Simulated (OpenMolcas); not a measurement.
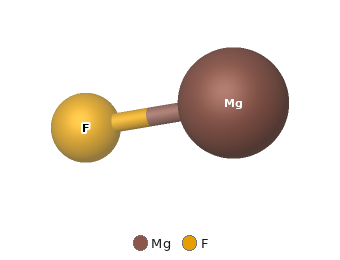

The molecule at the reference distance of 1.753 Å.

MgF: relativistic diatomic calculation (part 1 of 2)

MgF. Computed at this level: SA-CASSCF(7,7)/XMS-CASPT2 + RASSI spin-orbit (X2C scalar, AMFI), ANO-RCC-VTZP (OpenMolcas).

## Input file
```
&GATEWAY
Coord
2
angstrom
Mg 0.0 0.0 0.0
F 0.0 0.0 1.7530
Basis=ANO-RCC-VTZP
Group=XY
RX2C
AMFI
ANGMom
0.0 0.0 0.0
RICD
&SEWARD
&GUESSORB
&RASSCF
FileOrb=$CurrDir/o22.orb
Symmetry=2
Spin=2
nActEl=7 0 0
Inactive=5 2
RAS2=3 4
CIRoot=8 8 1
Linear
Iterations=120 100
OrbListing=Nothing
PRWF=0.15
>>COPY $Project.RasOrb $CurrDir/o22.orb
>>COPY $Project.rasscf.h5 $CurrDir/r22.h5
&CASPT2
XMultistate=all
Imaginary=0.2
IPEA=0.25
MaxIter=40
>>COPY $Project.JobMix JOB001
&RASSCF
FileOrb=$CurrDir/o41.orb
Symmetry=1
Spin=4
nActEl=7 0 0
Inactive=5 2
RAS2=3 4
CIRoot=5 5 1
Linear
Iterations=120 100
OrbListing=Nothing
PRWF=0.15
>>COPY $Project.RasOrb $CurrDir/o41.orb
>>COPY $Project.rasscf.h5 $CurrDir/r41.h5
&CASPT2
XMultistate=all
Imaginary=0.2
IPEA=0.25
MaxIter=40
>>COPY $Project.JobMix JOB002
&RASSCF
FileOrb=$CurrDir/o42.orb
Symmetry=2
Spin=4
nActEl=7 0 0
Inactive=5 2
RAS2=3 4
CIRoot=6 6 1
Linear
Iterations=120 100
OrbListing=Nothing
PRWF=0.15
>>COPY $Project.RasOrb $CurrDir/o42.orb
>>COPY $Project.rasscf.h5 $CurrDir/r42.h5
&CASPT2
XMultistate=all
Imaginary=0.2
IPEA=0.25
MaxIter=40
>>COPY $Project.JobMix JOB003
&RASSI
Nr of JobIphs=3 8 5 6
1 2 3 4 5 6 7 8
1 2 3 4 5
1 2 3 4 5 6
SpinOrbit
EJob
Omega
MEES
MESO
Properties=4
'AngMom' 3 'Mltpl  1' 1 'Mltpl  1' 2 'Mltpl  1' 3
Thrs=1.0d-4
>>COPY $Project.rassi.h5 $CurrDir/so.h5
```

The first orbital files come from an earlier step.

Hardware: 1 thread of Arm Neoverse V2, 24 GiB of memory available, shared host.

Launched with:
```bash
pymolcas m.inp (one call a module block, same work directory)
```

## Output (extracts)
```
++    Wave function specifications:
      Number of closed shell electrons          14
      Number of electrons in active shells       7
      Number of inactive orbitals                7
      Number of active orbitals                  7
      Number of secondary orbitals              50
      Spin quantum number                      0.5
      State symmetry                             2
++    Orbital specifications:
      Symmetry species                           1   2
                                                 a   b
      Frozen orbitals                            0   0
      Inactive orbitals                          5   2
      Active orbitals                            3   4
      RAS2 orbitals                              3   4
      Secondary orbitals                        26  24
      Number of basis functions                 34  30
      printout of CI-coefficients larger than  0.15 for root  1
      energy=    -299.378236
      conf/sym  111 2222     Coeff  Weight
            14  202 2u00   0.62047 0.38499
            59  202 u200  -0.20967 0.04396
           161  200 22u0   0.19732 0.03893
           163  200 220u   0.62495 0.39056
           167  200 2u02   0.19039 0.03625
           187  u0d 220u   0.21072 0.04440
      printout of CI-coefficients larger than  0.15 for root  2
      energy=    -299.378236
      conf/sym  111 2222     Coeff  Weight
            14  202 2u00   0.20967 0.04396
            59  202 u200   0.62047 0.38499
           161  200 22u0  -0.62495 0.39056
           163  200 220u   0.19732 0.03893
           185  u0d 22u0  -0.21072 0.04440
           272  200 u220   0.19039 0.03625
      printout of CI-coefficients larger than  0.15 for root  3
      energy=    -299.359553
      conf/sym  111 2222     Coeff  Weight
            14  202 2u00  -0.68756 0.47274
           163  200 220u   0.61064 0.37288
           187  u0d 220u   0.28785 0.08286
      printout of CI-coefficients larger than  0.15 for root  4
      energy=    -299.359553
      conf/sym  111 2222     Coeff  Weight
            59  202 u200  -0.68756 0.47274
           161  200 22u0  -0.61064 0.37288
           185  u0d 22u0  -0.28785 0.08286
      printout of CI-coefficients larger than  0.15 for root  5
      energy=    -299.246613
      conf/sym  111 2222     Coeff  Weight
            23  2uu 2d00   0.90921 0.82666
           187  u0d 220u  -0.29972 0.08983
           257  u0u 220d   0.23039 0.05308
      printout of CI-coefficients larger than  0.15 for root  6
      energy=    -299.246613
      conf/sym  111 2222     Coeff  Weight
            86  2uu d200   0.90921 0.82666
           185  u0d 22u0   0.29972 0.08983
           254  u0u 22d0  -0.23039 0.05308
      printout of CI-coefficients larger than  0.15 for root  7
      energy=    -299.243581
      conf/sym  111 2222     Coeff  Weight
            23  2uu 2d00  -0.40062 0.16049
           163  200 220u   0.29220 0.08538
           187  u0d 220u  -0.65194 0.42503
           257  u0u 220d   0.50040 0.25040
           273  200 u2du  -0.21035 0.04425
      printout of CI-coefficients larger than  0.15 for root  8
      energy=    -299.243581
      conf/sym  111 2222     Coeff  Weight
            86  2uu d200  -0.40062 0.16049
           161  200 22u0  -0.29220 0.08538
           166  200 2uud  -0.17709 0.03136
           185  u0d 22u0   0.65194 0.42503
           254  u0u 22d0  -0.50040 0.25040
      Natural orbitals and occupation numbers for root  1
      sym 1:   1.969895   0.007013   0.900056
      sym 2:   1.981911   1.511714   0.048486   0.580925
      Natural orbitals and occupation numbers for root  2
      sym 1:   1.969895   0.007013   0.900056
      sym 2:   1.511714   1.981911   0.580925   0.048486
      Natural orbitals and occupation numbers for root  3
      sym 1:   1.961451   0.015550   0.994452
      sym 2:   1.979064   1.490883   0.065625   0.492975
      Natural orbitals and occupation numbers for root  4
      sym 1:   1.961451   0.015550   0.994452
      sym 2:   1.490883   1.979064   0.492975   0.065625
      Natural orbitals and occupation numbers for root  5
      sym 1:   1.862406   0.836034   0.972787
      sym 2:   1.992411   1.161294   0.007634   0.167435
      Natural orbitals and occupation numbers for root  6
      sym 1:   1.862406   0.836034   0.972787
      sym 2:   1.161294   1.992411   0.167435   0.007634
      Natural orbitals and occupation numbers for root  7
      sym 1:   1.472863   0.165156   0.700443
      sym 2:   1.951705   1.816712   0.050677   0.842443
      Natural orbitals and occupation numbers for root  8
      sym 1:   1.472863   0.165156   0.700443
      sym 2:   1.816712   1.951705   0.842443   0.050677
      RASSCF energy for state  8                   -299.24358100
::    RASSCF root number  1 Total energy:   -299.37823554
::    RASSCF root number  2 Total energy:   -299.37823554
::    RASSCF root number  3 Total energy:   -299.35955259
::    RASSCF root number  4 Total energy:   -299.35955259
::    RASSCF root number  5 Total energy:   -299.24661298
::    RASSCF root number  6 Total energy:   -299.24661298
::    RASSCF root number  7 Total energy:   -299.24358100
::    RASSCF root number  8 Total energy:   -299.24358100
      Von Neumann Entropy (Root   1) =  1.53492
++    Wave function specifications:
      Number of closed shell electrons           8
      Number of electrons in active shells       7
      Number of inactive orbitals                4
      Number of active orbitals                  7
      Number of secondary orbitals              50
      Spin quantum number                      0.5
      State symmetry                             2
      Number of CSFs                           392
      Number of CASSCF root(s) available         8
      CASPT2 state passed to geometry opt.       8
      A file JOBMIX will be created
      This is a MULTI-STATE CASSCF reference
      Number of CI roots used                    8
      These are:                                 1   2   3   4   5   6   7   8
      Off-diagonal elements of Heff are computed
  FINAL CASPT2 RESULT:
      Reference energy:        -299.3782355399
      E2 (Non-variational):      -0.5124921988
      Shift correction:          -0.0060397879
      E2 (Variational):          -0.5185319867
      Total energy:            -299.8967675266
      Reference weight:           0.88421
  FINAL CASPT2 RESULT:
      Reference energy:        -299.3782355399
      E2 (Non-variational):      -0.5124921992
      Shift correction:          -0.0060397877
      E2 (Variational):          -0.5185319869
      Total energy:            -299.8967675268
      Reference weight:           0.88421
  FINAL CASPT2 RESULT:
      Reference energy:        -299.3595525928
      E2 (Non-variational):      -0.4119421254
      Shift correction:          -0.0012105102
      E2 (Variational):          -0.4131526356
      Total energy:            -299.7727052284
      Reference weight:           0.93728
  FINAL CASPT2 RESULT:
      Reference energy:        -299.3595525927
      E2 (Non-variational):      -0.4119421249
      Shift correction:          -0.0012105100
      E2 (Variational):          -0.4131526349
      Total energy:            -299.7727052277
      Reference weight:           0.93728
  FINAL CASPT2 RESULT:
      Reference energy:        -299.2466129762
      E2 (Non-variational):      -0.4095713937
      Shift correction:          -0.0011185567
      E2 (Variational):          -0.4106899505
      Total energy:            -299.6573029267
      Reference weight:           0.93863
  FINAL CASPT2 RESULT:
      Reference energy:        -299.2466129762
      E2 (Non-variational):      -0.4095713937
      Shift correction:          -0.0011185567
      E2 (Variational):          -0.4106899505
      Total energy:            -299.6573029267
      Reference weight:           0.93863
  FINAL CASPT2 RESULT:
      Reference energy:        -299.2435809991
      E2 (Non-variational):      -0.4097651649
      Shift correction:          -0.0012150340
      E2 (Variational):          -0.4109801989
      Total energy:            -299.6545611981
      Reference weight:           0.93704
  FINAL CASPT2 RESULT:
      Reference energy:        -299.2435809991
      E2 (Non-variational):      -0.4097651650
      Shift correction:          -0.0012150340
      E2 (Variational):          -0.4109801990
      Total energy:            -299.6545611981
      Reference weight:           0.93704
       Total XMS-CASPT2 energies:
::    XMS-CASPT2 Root  1     Total energy:   -299.87745096
::    XMS-CASPT2 Root  2     Total energy:   -299.87745096
::    XMS-CASPT2 Root  3     Total energy:   -299.78116394
::    XMS-CASPT2 Root  4     Total energy:   -299.78116394
::    XMS-CASPT2 Root  5     Total energy:   -299.66607866
::    XMS-CASPT2 Root  6     Total energy:   -299.66607866
::    XMS-CASPT2 Root  7     Total energy:   -299.65664332
::    XMS-CASPT2 Root  8     Total energy:   -299.65664332
++    Wave function specifications:
      Number of closed shell electrons          14
      Number of electrons in active shells       7
      Number of inactive orbitals                7
      Number of active orbitals                  7
      Number of secondary orbitals              50
      Spin quantum number                      1.5
      State symmetry                             1
      printout of CI-coefficients larger than  0.15 for root  1
      energy=    -299.308164
      conf/sym  111 2222     Coeff  Weight
            26  20u 2u0u  -0.70677 0.49952
            78  20u u2u0   0.70677 0.49952
      printout of CI-coefficients larger than  0.15 for root  2
      energy=    -299.303952
      conf/sym  111 2222     Coeff  Weight
            25  20u 2uu0  -0.16115 0.02597
            26  20u 2u0u   0.68845 0.47396
            78  20u u2u0   0.68845 0.47396
            80  20u u20u   0.16115 0.02597
      printout of CI-coefficients larger than  0.15 for root  3
      energy=    -299.303952
      conf/sym  111 2222     Coeff  Weight
            25  20u 2uu0  -0.68845 0.47396
            26  20u 2u0u  -0.16115 0.02597
            78  20u u2u0  -0.16115 0.02597
            80  20u u20u   0.68845 0.47396
      printout of CI-coefficients larger than  0.15 for root  4
      energy=    -299.300228
      conf/sym  111 2222     Coeff  Weight
            25  20u 2uu0  -0.70668 0.49939
            80  20u u20u  -0.70668 0.49939
      printout of CI-coefficients larger than  0.15 for root  5
      energy=    -299.230069
      conf/sym  111 2222     Coeff  Weight
            51  uuu 2200   0.99870 0.99741
      Natural orbitals and occupation numbers for root  1
      sym 1:   1.999549   0.000545   0.999866
      sym 2:   1.500066   1.500066   0.499954   0.499954
      Natural orbitals and occupation numbers for root  2
      sym 1:   1.999943   0.000068   0.999950
      sym 2:   1.499958   1.499958   0.500062   0.500062
      Natural orbitals and occupation numbers for root  3
      sym 1:   1.999943   0.000068   0.999950
      sym 2:   1.499958   1.499958   0.500062   0.500062
      Natural orbitals and occupation numbers for root  4
      sym 1:   1.999320   0.000166   0.999434
      sym 2:   1.500200   1.500200   0.500340   0.500340
      Natural orbitals and occupation numbers for root  5
      sym 1:   1.002158   1.000006   0.997836
      sym 2:   1.998728   1.998728   0.001272   0.001272
      RASSCF energy for state  5                   -299.23006914
::    RASSCF root number  1 Total energy:   -299.30816367
::    RASSCF root number  2 Total energy:   -299.30395232
::    RASSCF root number  3 Total energy:   -299.30395232
::    RASSCF root number  4 Total energy:   -299.30022801
::    RASSCF root number  5 Total energy:   -299.23006914
      Von Neumann Entropy (Root   1) =  2.12604
++    Wave function specifications:
      Number of closed shell electrons           8
      Number of electrons in active shells       7
      Number of inactive orbitals                4
      Number of active orbitals                  7
      Number of secondary orbitals              50
      Spin quantum number                      1.5
      State symmetry                             1
      Number of CSFs                           200
      Number of CASSCF root(s) available         5
      CASPT2 state passed to geometry opt.       5
      A file JOBMIX will be created
      This is a MULTI-STATE CASSCF reference
      Number of CI roots used                    5
      These are:                                 1   2   3   4   5
      Off-diagonal elements of Heff are computed
  FINAL CASPT2 RESULT:
      Reference energy:        -299.3081636683
      E2 (Non-variational):      -0.3951195105
      Shift correction:          -0.0007256891
      E2 (Variational):          -0.3958451996
      Total energy:            -299.7040088679
      Reference weight:           0.94758
  FINAL CASPT2 RESULT:
      Reference energy:        -299.3039523241
      E2 (Non-variational):      -0.3942448887
      Shift correction:          -0.0006562428
      E2 (Variational):          -0.3949011315
      Total energy:            -299.6988534556
      Reference weight:           0.94854
  FINAL CASPT2 RESULT:
      Reference energy:        -299.3039523241
      E2 (Non-variational):      -0.3942481812
      Shift correction:          -0.0006570915
      E2 (Variational):          -0.3949052727
      Total energy:            -299.6988575968
      Reference weight:           0.94853
  FINAL CASPT2 RESULT:
      Reference energy:        -299.3002280109
      E2 (Non-variational):      -0.3939505666
      Shift correction:          -0.0006455589
      E2 (Variational):          -0.3945961255
      Total energy:            -299.6948241365
      Reference weight:           0.94883
  FINAL CASPT2 RESULT:
      Reference energy:        -299.2300691441
      E2 (Non-variational):      -0.4034089030
      Shift correction:          -0.0008564794
      E2 (Variational):          -0.4042653825
      Total energy:            -299.6343345265
      Reference weight:           0.94387
       Total XMS-CASPT2 energies:
::    XMS-CASPT2 Root  1     Total energy:   -299.70403337
::    XMS-CASPT2 Root  2     Total energy:   -299.69886250
::    XMS-CASPT2 Root  3     Total energy:   -299.69884856
::    XMS-CASPT2 Root  4     Total energy:   -299.69482412
::    XMS-CASPT2 Root  5     Total energy:   -299.63431004
++    Wave function specifications:
      Number of closed shell electrons          14
      Number of electrons in active shells       7
      Number of inactive orbitals                7
      Number of active orbitals                  7
      Number of secondary orbitals              50
      Spin quantum number                      1.5
      State symmetry                             2
      printout of CI-coefficients larger than  0.15 for root  1
      energy=    -299.277184
      conf/sym  111 2222     Coeff  Weight
           105  uu0 220u   0.99739 0.99478
      printout of CI-coefficients larger than  0.15 for root  2
      energy=    -299.277184
      conf/sym  111 2222     Coeff  Weight
           103  uu0 22u0   0.99739 0.99478
      printout of CI-coefficients larger than  0.15 for root  3
      energy=    -299.258878
      conf/sym  111 2222     Coeff  Weight
             1  2uu 2u00   0.99731 0.99462
      printout of CI-coefficients larger than  0.15 for root  4
      energy=    -299.258878
      conf/sym  111 2222     Coeff  Weight
            49  2uu u200  -0.99731 0.99462
      printout of CI-coefficients larger than  0.15 for root  5
      energy=    -299.160915
      conf/sym  111 2222     Coeff  Weight
            43  200 2uuu   0.99904 0.99808
      printout of CI-coefficients larger than  0.15 for root  6
      energy=    -299.160915
      conf/sym  111 2222     Coeff  Weight
           130  200 u2uu  -0.99904 0.99808
      Natural orbitals and occupation numbers for root  1
      sym 1:   1.00499SPIN-FREE ENERGIES:
  (Shifted by EMIN (a.u.) =       -299.8774509607)
 SF State       Relative EMIN(au)   Rel lowest level(eV)    D:o, cm**(-1)      Abs_M
     1             0.0000000000        0.0000000000              0.0000         1.0
     2             0.0000000000        0.0000000000              0.0000         1.0
     3             0.0962870250        2.6201034275          21132.5593         1.0
     4             0.0962870256        2.6201034445          21132.5595         1.0
     9             0.1734175891        4.7189329999          38060.7614         0.0
    10             0.1785884638        4.8596396674          39195.6373         2.0
    11             0.1786024053        4.8600190358          39198.6971         2.0
    12             0.1826268378        4.9695294226          40081.9579         0.0
    14             0.2010338858        5.4704107153          44121.8380         1.0
    15             0.2010338858        5.4704107153          44121.8380         1.0
     5             0.2113722964        5.7517331999          46390.8568         1.0
     6             0.2113722964        5.7517331999          46390.8568         1.0
    16             0.2163974371        5.8884742427          47493.7477         1.0
    17             0.2163974371        5.8884742427          47493.7477         1.0
     8             0.2208076417        6.0084820240          48461.6758         1.0
     7             0.2208076417        6.0084820240          48461.6758         1.0
    13             0.2431409243        6.6162016041          53363.2647         0.0
    18             0.3194151099        8.6917279288          70103.5135         1.0
    19             0.3194151099        8.6917279288          70103.5135         1.0
```

(Continued in part 2.) Outcome of the run: converged.
